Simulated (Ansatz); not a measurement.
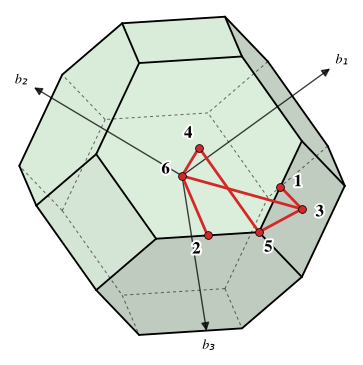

Crystal: Ni, the input geometry of an electronic-structure calculation (not necessarily at equilibrium). The first Brillouin zone of a face-centred cubic lattice (cF; extended symbol cF2) is drawn with its special points numbered. The drawing is computed from the coordinates (standard cell, symmetry found to 0.002 Å).

a = 3.520 Å, b = 3.520 Å, c = 3.520 Å, α = 90.00°, β = 90.00°, γ = 90.00°.

Labels and path follow the convention of Hinuma et al. (2017), as computed by seekpath; the arrows show the directions of the reciprocal primitive vectors b₁, b₂, b₃, in which coordinates are given.

**Which special point is each number?**

```tsv
no.	label	coordinates
1	U	(5/8, 1/4, 5/8)
2	K	(3/8, 3/8, 3/4)
3	X	(1/2, 0, 1/2)
4	L	(1/2, 1/2, 1/2)
5	W	(1/2, 1/4, 3/4)
6	Γ	(0, 0, 0)
```
